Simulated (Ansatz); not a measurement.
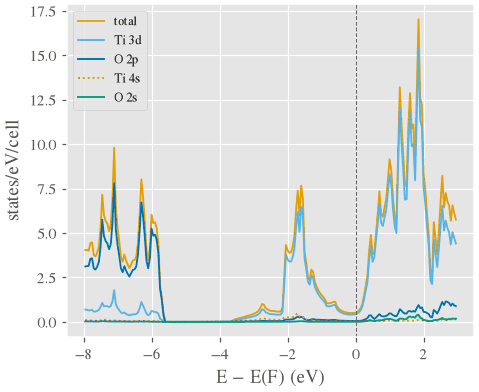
Total and projected density of states of TiO in space group P-62m (No. 189; Ti on 2d, Ti on 1a, O on 3f), DFT-r²SCAN in the program Ansatz with PAW potentials

Problem. Which orbitals carry the states next to the Fermi level?

Solution. Within 0.5 eV of the Fermi level: Ti 3d 86 %, O 2p 8 %. Projections are on Löwdin-orthogonalised atomic valence shells; empty p or d shells of many metals are not among them.

Problem. Where is the tallest occupied peak in this window, and what makes it?

Solution. Near -7.1 eV, about 9.8 states/eV per cell; the largest projected share is O 2p.

The first step of the workflow began from a Materials Project structure, measured or hypothetical; the Crystallography Open Database copy checked does not list it. COD files the formula under space group No. 12, 225, so this cell is another polymorph or a model. Its standing as an ambient phase is unchecked. The r²SCAN relaxation kept the symmetry of its start; of distortions, only those at the zone centre were tested. No spin polarisation was allowed. Without spin polarisation and U, an open-shell compound can come out a false metal.

Potentials: the later of the program's two PAW sets.
